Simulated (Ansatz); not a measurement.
BN: response to strain

Start from BN in the wurtzite structure (space group P6_3mc, No. 186).

```yaml
crystal:
  lattice:
    - [2.52320, 0.00000, 0.00000]
    - [-1.26160, 2.18516, 0.00000]
    - [0.00000, 0.00000, 4.17514]
  atoms:
    - { symbol: B, position: [0.33333, 0.66667, 0.00030] }
    - { symbol: B, position: [0.66667, 0.33333, 0.50030] }
    - { symbol: N, position: [0.33333, 0.66667, 0.37470] }
    - { symbol: N, position: [0.66667, 0.33333, 0.87470] }
```

Strains are applied to the cell and any free atomic positions relax.

The values are results of LDA (Ansatz, an electronic-structure program; PAW; 420 eV plane waves; no spin-orbit coupling), not measurements.

Notes on the quantities. pressure: mean of the normal stresses, compression positive.

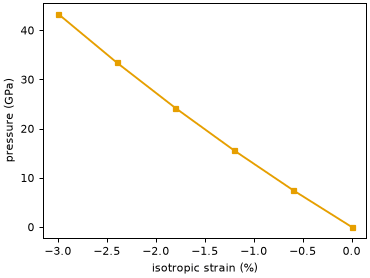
Pressure against isotropic strain

```
isotropic strain (%)   pressure
--------------------  ---------
-3                    43.35 GPa
-2.4                  33.44 GPa
-1.8                  24.18 GPa
-1.2                  15.54 GPa
-0.6                   7.49 GPa
```

Whether these cells are dynamically stable was not tested.
